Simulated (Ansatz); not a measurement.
The figure comes from a scan of Sn (diamond): one Sn atom of a 2-atom cell moves by s along Cartesian [111], with its periodic images. All values below come from PBE (plane waves to 420 eV, PAW, scalar-relativistic; Ansatz, a first-principles code). k mesh 10×10×10 (Γ-centred), Fermi-Dirac smearing 0.05 eV. Energies are smeared free energies. Left out: 1 of 11 points, with atoms too close for the PAW data. With partly filled bands, energies and forces of such displacements shift with the k mesh and the smearing. Sn was relaxed with its symmetry unable to fall. The relaxed volume of Sn is well above the measured one; the method has no dispersion term. The zero of ΔE is the undisplaced structure.

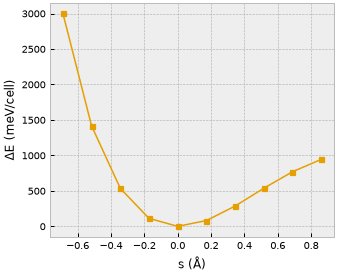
ΔE (meV/cell) against s (Å); markers are the computed points, lines only join them.

**Question.** Read the plotted values off the figure, to the accuracy that the plot allows.

**Answer.** To the nearest 50:

```
s (Å)   ΔE (meV/cell)
------  -------------
-0.688           3000
-0.516           1400
-0.344            550
-0.172            100
0.000               0
0.172             100
0.344             300
0.516             550
0.688             750
0.860             950
```

(A displaced cell: forces are minus the slopes of the energy, force constants its curvatures, and phonons follow from these.)
